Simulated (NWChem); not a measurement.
Exact exchange and the electronic atomisation energy of GeTe

GeTe has 2 atoms, charge 0, and is taken as a singlet. SMILES: `[Ge][Te]`. The bond length is the measured one.

The electronic atomisation energy y, in eV, basis def2-TZVP with a core potential; a is the functional's share of exact exchange. Programs: NWChem 7.3.0.

```
functional  program     a  y (eV)
    r2SCAN   NWChem     0    4.49
    revPBE   NWChem     0    4.43
     B3LYP   NWChem   0.2       ?
      PBE0   NWChem  0.25    4.38
     BHLYP   NWChem   0.5    3.98
```

**Question.** Fit y = c + s·a to the known rows and predict B3LYP.

**Answer.** 
1. Means of the 4 rows: a = 0.1875, y = 4.320.
2. Σ(Δa)² = 0.17188, Σ(Δa·Δy) = -0.155, so the slope is -0.155/0.17188 = -0.90179.
3. Intercept: 4.320 − (-0.90179) × 0.1875 = 4.489. The largest residual of the fit is 0.12.
4. B3LYP: 4.489 + (-0.90179) × 0.2 = 4.31 eV.

The run gave 4.39 eV, so the prediction is off by -0.08 eV, within the scatter of the fit. Spin-orbit coupling is left out.

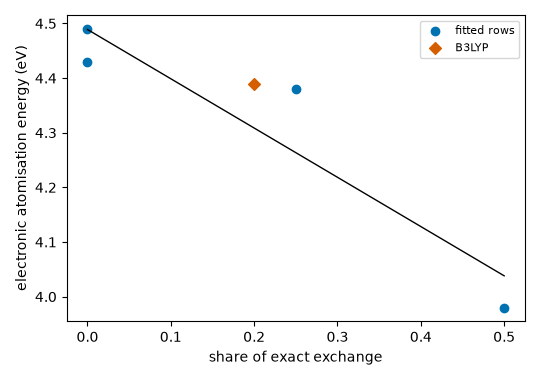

The fitted line, with the withheld row.
